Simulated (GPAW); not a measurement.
# Near-edge structure at the Ti L₃ edge of Ti3InC (Pm-3m)

What does one-electron theory with a core hole give for the Ti L₃ edge of Ti3InC (Pm-3m)?

Calculated with GPAW 26.7.0; X-ray absorption from dipole matrix elements to empty bands, plane-wave PAW LDA.

### Step 1. The starting structure

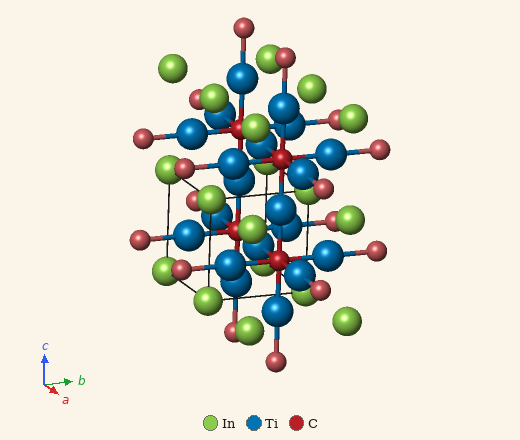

The cell as given, slightly off an axis (indium green, titanium blue, carbon red). 2×1×2 cells are drawn. Some periodic images of atoms are drawn too.

Structure file:

```cif
data_structure
_symmetry_space_group_name_H-M 'P 1'
_symmetry_Int_Tables_number 1
_cell_length_a 4.2356
_cell_length_b 4.2356
_cell_length_c 4.2356
_cell_angle_alpha 90.000
_cell_angle_beta 90.000
_cell_angle_gamma 90.000
_cell_volume 75.99
loop_
_atom_site_label
_atom_site_type_symbol
_atom_site_fract_x
_atom_site_fract_y
_atom_site_fract_z
_atom_site_occupancy
In1 In 0.00000 0.00000 0.00000 1
Ti2 Ti 0.00000 0.50000 0.50000 1
Ti3 Ti 0.50000 0.00000 0.50000 1
Ti4 Ti 0.50000 0.50000 0.00000 1
C5 C 0.50000 0.50000 0.50000 1
```

### Step 2. Ground state of the crystal

A plain self-consistent run shows whether there is a gap, which decides the set-up of the core-hole run.

File scf.py:

```python
import numpy as np
from ase import Atoms
from ase.parallel import parprint, paropen
from gpaw import GPAW, PW, FermiDirac, Mixer, MixerDif, setup_paths
from gpaw.test import gen
setup_paths.insert(0, '.')
gen('Ti', name='nch2p', xcname='LDA', corehole=(2, 1, 0), write_xml=True)
from gpaw.mpi import world
world.barrier()

atoms = Atoms('InTi3C',
    cell=[[4.23556108, 0, 0],
     [0, 4.23556108, 0],
     [0, 0, 4.23556108]],
    scaled_positions=[[0, 0, 0],
     [0, 0.5, 0.5],
     [0.5, 0, 0.5],
     [0.5, 0.5, 0],
     [0.5, 0.5, 0.5]],
    pbc=True)
atoms.calc = calc = GPAW(legacy_gpaw=True, mode=PW(430), xc='LDA', setups={1: 'nch2p'},
    kpts={'size': (6, 6, 6), 'gamma': True}, occupations=FermiDirac(0.05),
    charge=0, mixer=Mixer(0.1, 5, 50), maxiter=150,
    convergence={'density': 0.0001}, txt='scf.txt')
energy = atoms.get_potential_energy() + calc.get_reference_energy()
ef = calc.get_fermi_level()
out = dict(energy=energy, fermi=ef, forces=atoms.get_forces().tolist())
parprint(f'all-electron energy {energy:.4f} eV, Fermi level {ef:.4f} eV')
ev = np.array([[calc.get_eigenvalues(k, s) for k in range(len(calc.get_ibz_k_points()))] for s in range(calc.get_number_of_spins())])
out['homo'], out['lumo'], out['counts'] = ev[ev < ef].max(), ev[ev > ef].min(), sorted(set((ev < ef).sum((0, 2)).tolist()))
out['filled'] = (ev[:, 0] < ef).sum(1).tolist()
import json
with paropen('out.json', 'w') as f:
    json.dump(out, f)
```

Run with:

```console
$ OMP_NUM_THREADS=1 mpirun -n 4 gpaw python scf.py
```

Numbers of over 12 decimals in the logs are rounded to 6 here.

Output:

```text
Input parameters:
  convergence: {density: 0.0001}
  kpts: {gamma: True,
         size: (6, 6, 6)}
  maxiter: 150
  mixer: {backend: pulay,
          beta: 0.1,
          method: separate,
          nmaxold: 5,
          weight: 50}
  mode: {ecut: 430.0,
         name: pw}
  occupations: {fixmagmom: False,
                name: fermi-dirac,
                width: 0.05}
  setups: {1: nch2p}

Initialize ...

[... PAW data sets ...]

Reference energy: -230374.940131  # eV

Spin-paired calculation

[... convergence settings ...]
Symmetries present (total): 16
  [... symmetry matrices ...]

216 k-points: 6 x 6 x 6 Monkhorst-Pack grid + [1/12,1/12,1/12]
40 k-points in the irreducible part of the Brillouin zone
       k-points in crystal coordinates                weights
   0:     0.00000000    0.00000000    0.00000000          1/216
   1:     0.00000000    0.16666667    0.00000000          4/216
   2:     0.00000000    0.16666667    0.16666667          4/216
   3:     0.00000000    0.33333333    0.00000000          4/216
   4:     0.00000000    0.33333333    0.16666667          8/216
   5:     0.00000000    0.33333333    0.33333333          4/216
   6:     0.00000000    0.50000000    0.00000000          2/216
   7:     0.00000000    0.50000000    0.16666667          4/216
   8:     0.00000000    0.50000000    0.33333333          4/216
   9:     0.00000000    0.50000000    0.50000000          1/216
          ...
  39:     0.50000000    0.50000000    0.50000000          1/216

Wave functions: Plane wave expansion
  Cutoff energy: 430.000 eV
  Number of coefficients (min, max): 1514, 1568
  Pulay-stress correction: 0.000000 eV/Ang^3 (de/decut=0.000000)
  Using FFTW library
  Wavefunction extrapolation:
    Improved wavefunction reuse through dual PAW basis

Occupation numbers: Fermi-Dirac:
  width: 0.0500  # eV

Eigensolver
   Davidson(niter=2)

Densities:
  Coarse grid: 21*21*21 grid
  Fine grid: 42*42*42 grid
  Total Charge: 0.000000

Density mixing:
  Method: separate
  Backend: pulay
  Linear mixing parameter: 0.1
  old densities: 5
  Width of damping distribution: 1.1
  Damping of long wavelength oscillations: 50

[... Hamiltonian set-up ...]
Number of atoms: 5
Number of atomic orbitals: 52
Number of bands in calculation: 36
Number of valence electrons: 53
Bands to converge: occupied

... initialized

Initializing position-dependent things.

Density initialized from atomic densities
Creating initial wave functions:
  36 bands from LCAO basis set

Positions:
   0 In     0.000000    0.000000    0.000000    ( 0.0000,  0.0000,  0.0000)
   1 Ti     0.000000    2.117781    2.117781    ( 0.0000,  0.0000,  0.0000)
   2 Ti     2.117781    0.000000    2.117781    ( 0.0000,  0.0000,  0.0000)
   3 Ti     2.117781    2.117781    0.000000    ( 0.0000,  0.0000,  0.0000)
   4 C      2.117781    2.117781    2.117781    ( 0.0000,  0.0000,  0.0000)

Unit cell:
           periodic     x           y           z      points  spacing
  1. axis:    yes    4.235561    0.000000    0.000000    21     0.2017
  2. axis:    yes    0.000000    4.235561    0.000000    21     0.2017
  3. axis:    yes    0.000000    0.000000    4.235561    21     0.2017

  Lengths:   4.235561   4.235561   4.235561
  Angles:   90.000000  90.000000  90.000000

Effective grid spacing dv^(1/3) = 0.2017

iter:   1   -43.128293
iter:   2   -40.665420   -0.77  -1.24
iter:   3   -38.896205   +0.01  -1.34
iter:   4   -38.925134   -1.32  -1.68
iter:   5   -38.974742   -2.23  -1.71
iter:   6   -38.934727   -1.30  -1.78
iter:   7   -38.899485   -2.28  -2.34
iter:   8   -38.892663   -3.32  -2.42
iter:   9   -38.892075c  -3.71  -3.17
iter:  10   -38.891938c  -4.40  -3.23
iter:  11   -38.891867c  -4.08  -3.31
iter:  12   -38.891868c  -5.17  -3.85
iter:  13   -38.891786c  -5.15  -4.01c
iter:  14   -38.891775c  -5.81  -4.16c
iter:  15   -38.891753c  -5.77  -4.26c
iter:  16   -38.891742c  -5.95  -4.31c
iter:  17   -38.891750c  -6.54  -4.25c
iter:  18   -38.891746c  -6.55  -4.45c
iter:  19   -38.891728c  -5.73  -4.43c
iter:  20   -38.891729c  -6.77  -4.66c
iter:  21   -38.891731c  -7.53c -4.70c

Converged after 21 iterations.

Dipole moment: (-0.000000, -0.000000, -0.000000) |e|*Ang

Energy contributions relative to reference atoms: (reference = -230374.940131)

Kinetic:        +32.737960
Potential:      -31.998365
External:        +0.000000
XC:             -39.864924
Entropy (-ST):   -0.028799
Local:           +0.247998
SIC:             +0.000000
--------------------------
Free energy:    -38.906131
Extrapolated:   -38.891731

Showing only first 2 kpts
 Kpt  Band  Eigenvalues  Occupancy
  0    24      7.74815    2.00000
  0    25      7.74815    2.00000
  0    26      7.74815    2.00000
  0    27     10.46051    0.00000

  1    24      7.73646    2.00000
  1    25      7.80777    2.00000
  1    26      7.86341    2.00000
  1    27      9.99763    0.00000

Fermi level: 9.07352

No gap
No difference between direct/indirect transitions

Forces in eV/Ang:
  0 In    0.00000    0.00000    0.00000
  1 Ti    0.00000    0.00000    0.00000
  2 Ti    0.00000    0.00000    0.00000
  3 Ti    0.00000    0.00000    0.00000
  4 C    -0.00000    0.00000    0.00000
Scalar-relativistic atomic LDA calculation for Ti (Titanium, Z=22)
Core hole in 2p state (2p occupation: 6.0)
600 radial gridpoints.
|------------------------------------------------|
|------------------------------------------------|
[... the atom generator's iteration count ...]

Energy contributions:
-------------------------
Kinetic:     +858.169401
XC:           -40.035523
Potential:  -1669.760805
-------------------------
Total:       -851.626927

state      eigenvalue         ekin         rmax
-----------------------------------------------
1s^2.0 :  -178.412898   235.142209        0.046
2s^2.0 :   -19.674824    40.676506        0.270
2p^6.0 :   -16.315972    39.591103        0.219
3s^2.0 :    -2.287902     8.427789        0.869
3p^6.0 :    -1.425558     7.161594        0.900
3d^2.0 :    -0.164024     3.704740        0.977
4s^2.0 :    -0.168799     0.875365        2.882
4p^0.0 :    -0.056429     0.465286        3.811
-----------------------------------------------
(units: Bohr and Hartree)

Generating PAW setup
Kinetic energy of the core from tauc = 793.509929
Cutoffs:
rc(s)=2.400
rc(p)=2.000
rc(d)=2.000
rc(vbar)=1.800
rc(comp)=2.300
rc(nct)=2.400

Kinetic energy of the core states: 789.184048
Charge: 0.0
Core electrons: 10.0
Valence electrons: 12.0
Pseudo-core charge: 0.000001
Shape function alpha=1.890
Pseudo-electron charge 6.382666
state    eigenvalue         norm
--------------------------------
3s(2) :    -2.287902     0.302066
4s(2) :    -0.168799     0.990650
3p(6) :    -1.425558     0.436626
4p(0) :    -0.056429     0.981035
3d(2) :    -0.164024     0.588737
*d    :     0.835976
--------------------------------

Diagonalizing with gridspacing h=0.050

state   all-electron     PAW
-------------------------------
3s:      -2.287902    -2.288205
3p:      -1.425558    -1.426242
3d:      -0.164024    -0.164519
*f:                    0.065395
-------------------------------
all-electron energy -230413.8319 eV, Fermi level 9.0735 eV
```

Run time: 18 s. Hardware: 4 MPI ranks of Arm Neoverse V2, shared host; peak memory 0.21 GiB; 71 s of CPU time.

The mesh shows no gap, so the system is treated as a metal and the core electron is put at the Fermi level (neutral cell).

### Step 3. Spectrum without a core hole, Ti atom 2

This cheap baseline ignores the attraction of the hole: it shows the absorber's empty states as they are in the ground state. The data set with a hole of occupation 0 only carries the core orbital.

The absorber has 2 C at 2.12 Å (linear, site symmetry 4/mmm).

File xas.py:

```python
import numpy as np
from ase import Atoms
from ase.parallel import parprint, paropen
from gpaw import GPAW, PW, FermiDirac, Mixer, MixerDif, setup_paths
from gpaw.test import gen
setup_paths.insert(0, '.')
gen('Ti', name='nch2p', xcname='LDA', corehole=(2, 1, 0), write_xml=True)
from gpaw.mpi import world
world.barrier()

atoms = Atoms('InTi3C',
    cell=[[4.23556108, 0, 0],
     [0, 4.23556108, 0],
     [0, 0, 4.23556108]],
    scaled_positions=[[0, 0, 0],
     [0, 0.5, 0.5],
     [0.5, 0, 0.5],
     [0.5, 0.5, 0],
     [0.5, 0.5, 0.5]],
    pbc=True)
atoms.calc = calc = GPAW(legacy_gpaw=True, mode=PW(430), xc='LDA', setups={1: 'nch2p'},
    kpts={'size': (8, 8, 8), 'gamma': True}, occupations=FermiDirac(0.1),
    charge=0, mixer=Mixer(0.1, 5, 50), maxiter=150,
    convergence={'density': 0.0001}, txt='scf.txt')
energy = atoms.get_potential_energy() + calc.get_reference_energy()
ef = calc.get_fermi_level()
out = dict(energy=energy, fermi=ef, forces=atoms.get_forces().tolist())
parprint(f'all-electron energy {energy:.4f} eV, Fermi level {ef:.4f} eV')
ev = np.array([[calc.get_eigenvalues(k, s) for k in range(len(calc.get_ibz_k_points()))] for s in range(calc.get_number_of_spins())])
out['homo'], out['lumo'], out['counts'] = ev[ev < ef].max(), ev[ev > ef].min(), sorted(set((ev < ef).sum((0, 2)).tolist()))
out['filled'] = (ev[:, 0] < ef).sum(1).tolist()

from ase.units import Ha
from gpaw.xas import dipole_matrix_elements
nb = int(calc.get_number_of_electrons() / 2) + 63
top, nb = nb, nb + 8 + nb // 12
nscf = calc.fixed_density(kpts={'size': (7, 7, 7), 'gamma': True}, nbands=nb,
    convergence={'bands': top, 'eigenstates': 1e-5}, maxiter=60, txt='nscf.txt')
cell = atoms.cell.array
ops = [cell.T @ U.T @ np.linalg.inv(cell.T) for U in nscf.wfs.kd.symmetry.op_scc]
E = np.arange(-25, 34, 0.1)
fwhm = np.interp(E, [4, 25], [0.9, 3.5])
Y, X, zero, highest = 0, 0, 1e9, 1e9
for spin in range(nscf.get_number_of_spins()):
    wfs = nscf.wfs
    A = dipole_matrix_elements(wfs.setups[1])
    eps = np.zeros((wfs.kd.nibzkpts, nb))
    d = np.zeros((3, A.shape[1], wfs.kd.nibzkpts, nb), complex)
    for kpt in wfs.kpt_u:
        if kpt.s == spin and 1 in kpt.P_ani:
            eps[kpt.k] = kpt.eps_n * Ha
            d[:, :, kpt.k] = (kpt.weight * wfs.nspins / 2) ** 0.5 * np.inner(A, kpt.P_ani[1])
    world.sum(eps)
    world.sum(d)
    T = np.einsum('amkn,bmkn->abkn', d, d.conj()).real
    T = sum(np.einsum('ai,ijkn,bj->abkn', R, T, R) for R in ops) / len(ops)
    empty = eps > ef
    zero, highest = min(zero, eps[empty].min()), min(highest, eps[:, top - 1].min())
    lines = [(eps, T, empty)] if spin == 0 else lines + [(eps, T, empty)]
for eps, T, empty in lines:
    f = np.einsum('aakn->akn', T).reshape(3, -1)
    x = eps.ravel() - zero
    w = np.interp(x, E, fwhm) / 2.35482
    g = np.exp(-0.5 * ((E[:, None] - x) / w) ** 2) / (w * (2 * np.pi) ** 0.5)
    Y = Y + (f * empty.ravel()) @ g.T
    X = X + (f * ~empty.ravel()) @ g.T
out.update(E=E.round(2).tolist(), xas=Y.tolist(), xes=X.tolist(), zero=zero, valid=highest - zero, nk=len(eps), nb=nb)
for i in range(0, len(E), 10):
    parprint(f'{E[i]:7.2f}', *(f'{v:10.3e}' for v in Y[:, i]))
import json
with paropen('out.json', 'w') as f:
    json.dump(out, f)
```

Run with:

```console
$ OMP_NUM_THREADS=1 mpirun -n 4 gpaw python xas.py
```

Output:

```text
Input parameters:
  convergence: {density: 0.0001}
  kpts: {gamma: True,
         size: (8, 8, 8)}
  maxiter: 150
  mixer: {backend: pulay,
          beta: 0.1,
          method: separate,
          nmaxold: 5,
          weight: 50}
  mode: {ecut: 430.0,
         name: pw}
  occupations: {fixmagmom: False,
                name: fermi-dirac,
                width: 0.1}
  setups: {1: nch2p}

Initialize ...

[...]
*d    :     0.835976
--------------------------------

Diagonalizing with gridspacing h=0.050

state   all-electron     PAW
-------------------------------
3s:      -2.287902    -2.288205
3p:      -1.425558    -1.426242
3d:      -0.164024    -0.164519
*f:                    0.065395
-------------------------------
all-electron energy -230413.8303 eV, Fermi level 9.0752 eV
[...]
32.00  2.508e-04  2.295e-04  2.295e-04
  33.00  2.253e-04  2.139e-04  2.139e-04
[key lines of the parts left out:]
Converged after 24 iterations.
Dipole moment: (-0.000000, -0.000000, -0.000000) |e|*Ang
Free energy:    -38.950255
Fermi level: 9.07518
```

Elapsed: 57 s, on 4 MPI ranks; peak memory 0.31 GiB.

The Ti L₃ spectrum, Ti atom 2, no core hole (energy from the lowest empty level; intensity scaled to a mean of 1 over the first 20 eV):

| E (eV) | intensity |
| --- | --- |
| -2.0 | 0.00 |
| -0.5 | 0.20 |
| 1.0 | 3.07 |
| 2.5 | 2.36 |
| 4.0 | 1.58 |
| 5.5 | 1.08 |
| 7.0 | 0.62 |
| 8.5 | 0.71 |
| 10.0 | 0.47 |
| 11.5 | 0.38 |
| 13.0 | 0.43 |
| 14.5 | 0.49 |
| 16.0 | 0.39 |
| 17.5 | 0.26 |
| 19.0 | 0.31 |
| 20.5 | 0.42 |
| 22.0 | 0.40 |
| 23.5 | 0.35 |
| 25.0 | 0.34 |
| 26.5 | 0.34 |
| 28.0 | 0.34 |
| 29.5 | 0.35 |
| 31.0 | 0.34 |

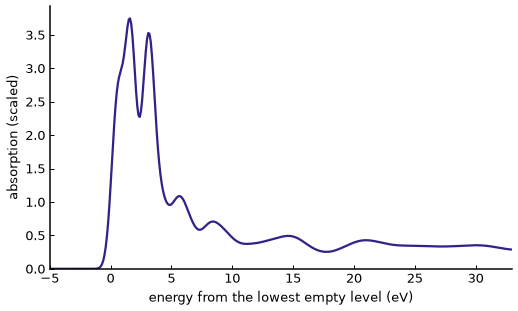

The Ti L₃ edge, Ti atom 2, no core hole: main maxima at 1.6, 3.1 and 5.7 eV.

Main maxima below 30 eV (height): 1.6 eV (3.75), 3.1 eV (3.53), 5.7 eV (1.09), 8.4 eV (0.71), 14.6 eV (0.49) and 21.0 eV (0.43). At an L edge the dipole rule selects empty d (and weakly s) states on the absorber, and the strong line at the onset measures the empty part of its d band. 2p–3d multiplets, which reshape such L edges, aren't in a one-electron spectrum.

The same matrix elements for filled bands give the Ti L₃ emission of Ti atom 2 (ground-state approximation; energy from the lowest empty level, largest value 1):

| E (eV) | emission |
| --- | --- |
| -24.0 | 0.00 |
| -22.5 | 0.00 |
| -21.0 | 0.00 |
| -19.5 | 0.00 |
| -18.0 | 0.00 |
| -16.5 | 0.00 |
| -15.0 | 0.00 |
| -13.5 | 0.00 |
| -12.0 | 0.00 |
| -10.5 | 0.04 |
| -9.0 | 0.00 |
| -7.5 | 0.01 |
| -6.0 | 0.03 |
| -4.5 | 0.23 |
| -3.0 | 0.37 |
| -1.5 | 0.97 |
| 0.0 | 0.65 |
| 1.5 | 0.00 |
| 3.0 | 0.00 |

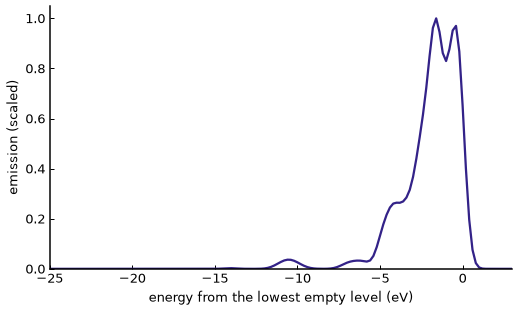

X-ray emission from the filled bands.

Emission maxima: -1.6 eV (1.00) and -0.4 eV (0.97).

### Step 4. Reference energy of the supercell

The photon energy needs a difference of total energies, so the cell and mesh of the coming hole run are first run without a hole.

Changes to scf.py since step 2:

```diff
@@ -10,14 +10,29 @@
 
-atoms = Atoms('InTi3C',
-    cell=[[4.23556108, 0, 0],
-     [0, 4.23556108, 0],
-     [0, 0, 4.23556108]],
+atoms = Atoms('In4Ti12C4',
+    cell=[[4.23556108, 4.23556108, 4.23556108],
+     [-4.23556108, 4.23556108, -4.23556108],
+     [-4.23556108, 4.23556108, 4.23556108]],
     scaled_positions=[[0, 0, 0],
+     [0.5, 0.5, 0],
      [0, 0.5, 0.5],
      [0.5, 0, 0.5],
-     [0.5, 0.5, 0],
-     [0.5, 0.5, 0.5]],
+     [0.25, 0, 0.25],
+     [0.75, 0.5, 0.25],
+     [0.25, 0.5, 0.75],
+     [0.75, 0, 0.75],
+     [0.25, 0.75, 0],
+     [0.75, 0.25, 0],
+     [0.25, 0.25, 0.5],
+     [0.75, 0.75, 0.5],
+     [0.5, 0.25, 0.75],
+     [0, 0.75, 0.75],
+     [0.5, 0.75, 0.25],
+     [0, 0.25, 0.25],
+     [0.5, 0, 0],
+     [0, 0.5, 0],
+     [0.5, 0.5, 0.5],
+     [0, 0, 0.5]],
     pbc=True)
-atoms.calc = calc = GPAW(legacy_gpaw=True, mode=PW(430), xc='LDA', setups={1: 'nch2p'},
-    kpts={'size': (6, 6, 6), 'gamma': True}, occupations=FermiDirac(0.05),
+atoms.calc = calc = GPAW(legacy_gpaw=True, mode=PW(430), xc='LDA', setups={4: 'nch2p'},
+    kpts={'size': (4, 4, 4), 'gamma': True}, occupations=FermiDirac(0.1),
     charge=0, mixer=Mixer(0.1, 5, 50), maxiter=150,
```

Run with:

```console
$ OMP_NUM_THREADS=1 mpirun -n 4 gpaw python scf.py
```

Output:

```text
Input parameters:
  convergence: {density: 0.0001}
  kpts: {gamma: True,
         size: (4, 4, 4)}
  maxiter: 150
  mixer: {backend: pulay,
          beta: 0.1,
          method: separate,
          nmaxold: 5,
          weight: 50}
  mode: {ecut: 430.0,
         name: pw}
  occupations: {fixmagmom: False,
                name: fermi-dirac,
                width: 0.1}
  setups: {4: nch2p}

Initialize ...

[...]
4s(2) :    -0.168799     0.990650
3p(6) :    -1.425558     0.436626
4p(0) :    -0.056429     0.981035
3d(2) :    -0.164024     0.588737
*d    :     0.835976
--------------------------------

Diagonalizing with gridspacing h=0.050

state   all-electron     PAW
-------------------------------
3s:      -2.287902    -2.288205
3p:      -1.425558    -1.426242
3d:      -0.164024    -0.164519
*f:                    0.065395
-------------------------------
all-electron energy -921655.3180 eV, Fermi level 9.0783 eV
[key lines of the parts left out:]
Converged after 30 iterations.
Dipole moment: (-0.000000, -0.000000, -0.000000) |e|*Ang
Free energy:   -155.799977
Fermi level: 9.07827
```

The job ended after 4.7 min (4 MPI ranks; peak memory 0.47 GiB; 19 min of CPU time).

Reference energy: -921655.318 eV with the cores included.

[end of part 1 of 2]

[Banner, clock and machine lines of the logs are left out without a mark of their own.]

[Logs are printed without paths, hosts, clocks, repeated set-up lines and the standing remarks that a program may print on its own settings, such as how far it seeks lower states.]

[Hosts, paths, dates, database ids (printed as entryN), source tags and the programs' standing remarks are cut or masked in the printed files.]

[Lists of maxima count a maximum above −3 eV only where it reaches 4 % of the highest in the window and stands out from its surroundings by 2 % of it (1.5 % where it reaches 55 %); shoulders and weaker maxima are passed over, and of the rest the first, up to two pre-edge ones and the few strongest are named.]
